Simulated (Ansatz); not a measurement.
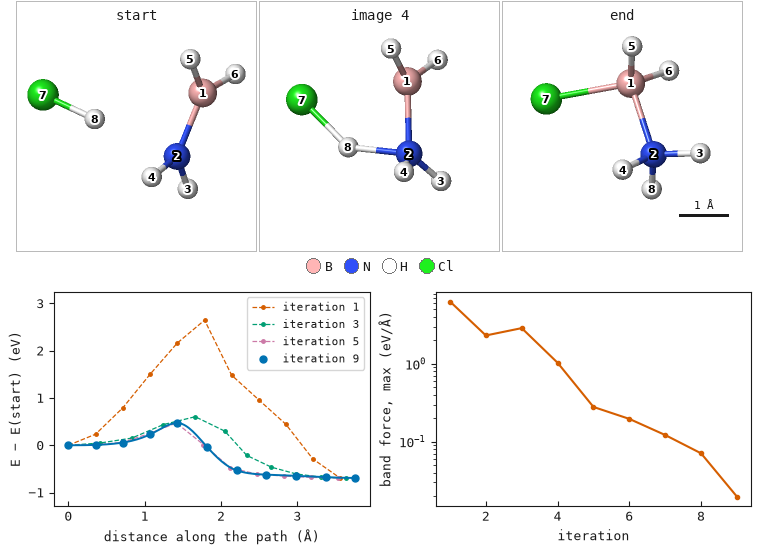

A search for the minimum-energy path of BNH₅Cl by the nudged elastic band. Images are numbered from 0 (start) to 10 (end). The plot follows the band through its iterations. The picture is a ball-and-stick view, seen at a tilt.

Method: RKS PBE/def2-SVP (Ansatz 0.2.0). Run with 9 movable images; climbing image; force threshold 0.03 eV/Å; iteration limit 60; starting path through a guess of the saddle point.

**Did the band converge, and can the barrier be trusted?**

The result is final at these settings. The band converged in 9 iterations. The largest component of the band force went from 6.3 to 0.02 eV/Å. The climbing image converged on the top of the path. Its vibrational analysis gives one imaginary mode (787i cm⁻¹), as a transition state must have. The first iteration put the highest image at 2.65 eV. Forward barrier 0.47 eV, backward barrier 1.16 eV, with image 4 at the top; the reaction energy is −0.69 eV.
